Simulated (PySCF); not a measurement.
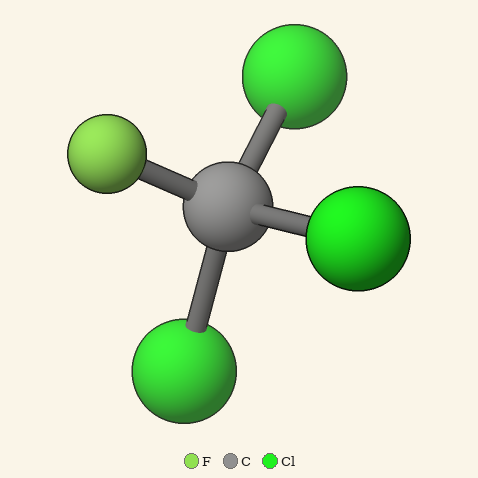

The picture shows a molecular structure as a ball-and-stick model. Every bond is drawn as one stick, whatever its order.

The geometry was computed by an optimisation with GFN2-xTB. No frequency run is at hand to confirm it as a minimum.

Question: Which formula does it have?

Answer: CCl3F, 5 atoms: 1 carbon, 3 chlorine and 1 fluorine.

Question: How many bonds of each kind are drawn?

Answer: 3 C–Cl, 1 C–F.

Question: Which point group does it belong to?

Answer: C3v.

Question: Name functional groups in it.

Answer: Among them: C–F bond, C–Cl bond.

More results for the same structure follow; atom numbers are the same in all pictures, views and colours differ.

### Shape

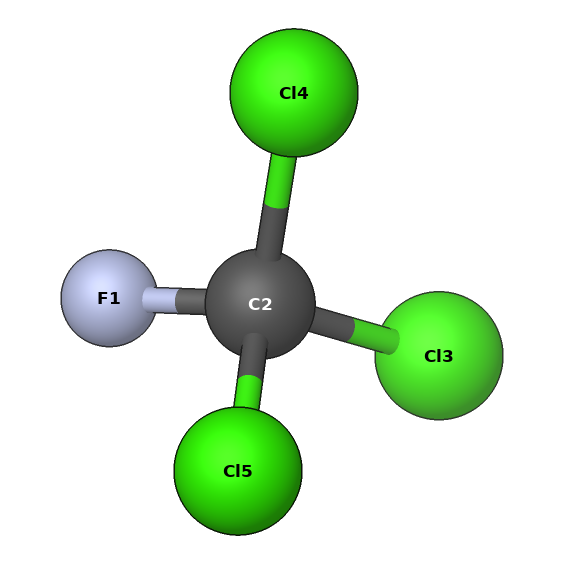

Numbered structure. No frequency run is at hand to confirm it as a minimum.

Which atoms are bonded, and how long are the bonds?

```csv
bond,length (Å),order
F1–C2,1.337,single
C2–Cl3,1.771,single
C2–Cl4,1.771,single
C2–Cl5,1.771,single
```

### Electronic properties

No frequency run is at hand to confirm it as a minimum. Method: B97-2/aug-pcSseg-1, gas phase (PySCF 2.14.0).

Question: What is the LUMO energy (Kohn–Sham orbital)?

Answer: −1.57 eV.

Question: Give the dipole moment at this level.

Answer: 0.34 D.

Question: What is the HOMO energy (Kohn–Sham orbital)?

Answer: −8.97 eV.

### NMR shielding

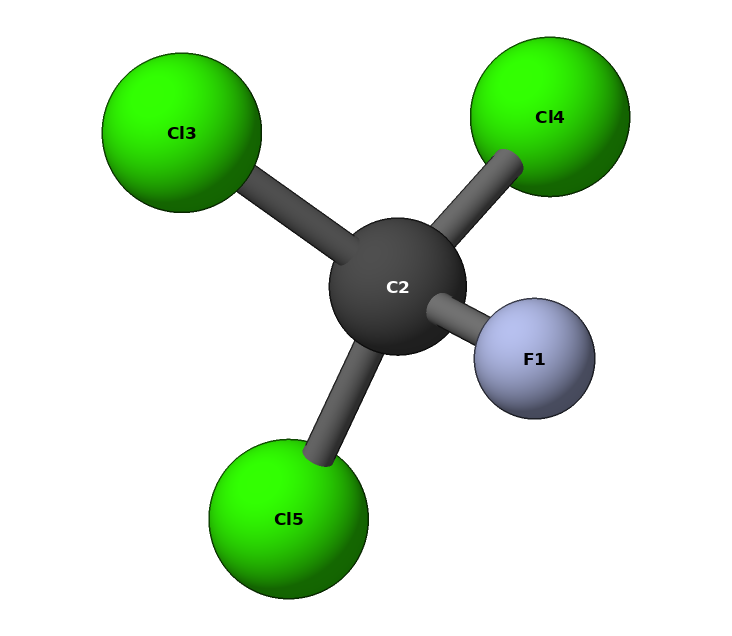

No frequency run is at hand to confirm it as a minimum. Method: GIAO B97-2/def2-SVPD NMR shielding, non-relativistic, gas phase (PySCF 2.14.0). Principal shieldings σ11 ≤ σ22 ≤ σ33, span Ω = σ33 − σ11, skew κ = 3(σiso − σ22)/Ω.

Give the shielding tensors of the Cl atoms.

| atom | σ11 | σ22 | σ33 | σiso | Ω | κ |
| --- | --- | --- | --- | --- | --- | --- |
| Cl3, Cl4, Cl5 | 183.9 | 219.2 | 969.4 | 457.5 | 785.5 | 0.91 |

Shieldings and span in ppm.

### Quadrupole coupling

No frequency run is at hand to confirm it as a minimum. Electric field gradients from the ground-state density, PBE0/pcSseg-1 (PySCF 2.14.0), non-relativistic apart from any core potentials.

Give the largest field-gradient component, the quadrupole coupling constant and the asymmetry for 35Cl at Cl3 (Q = −81.7 mb).

```csv
atom,V_zz (a.u.),e²qQ/h (MHz),η
Cl3,4.423,−84.9,0.02
```
